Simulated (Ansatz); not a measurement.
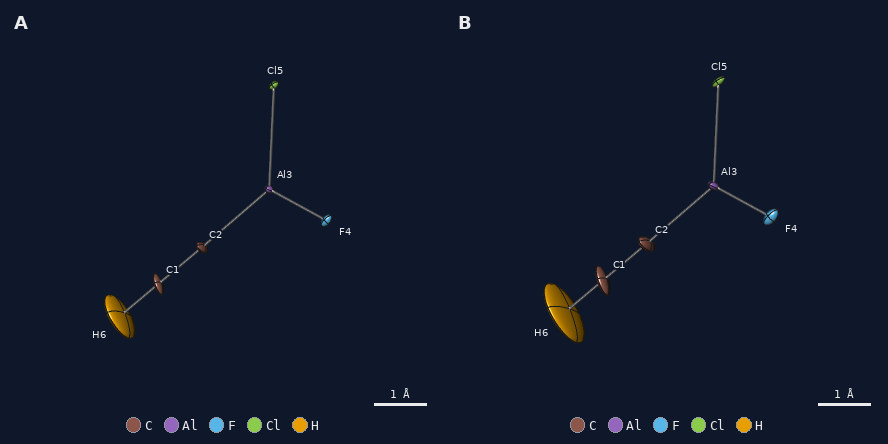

Displacement ellipsoids at the 50 % level, from the internal vibrations of the free molecule (harmonic, no overall translation or rotation; no half-axis is drawn under 0.075 Å). Vibrations computed with RKS PBE0-D4/def2-TZVP (Ansatz 0.2.0). One panel is for 298 K, the other for 600 K.

Question: Which panel is for 600 K?

Answer: B.

Question: How much does the mean-square displacement of Cl5 grow, and why?

Answer: U_eq goes from 0.0024 to 0.0047 Å², a factor of 1.9. Modes below kT (417 cm⁻¹ at 600 K) grow about in proportion to T, and the lowest lies at 98 cm⁻¹; the mean-square amplitude of a mode is its zero-point value times coth(ħω/2kT), which comes close to 1 only above about 3kT.
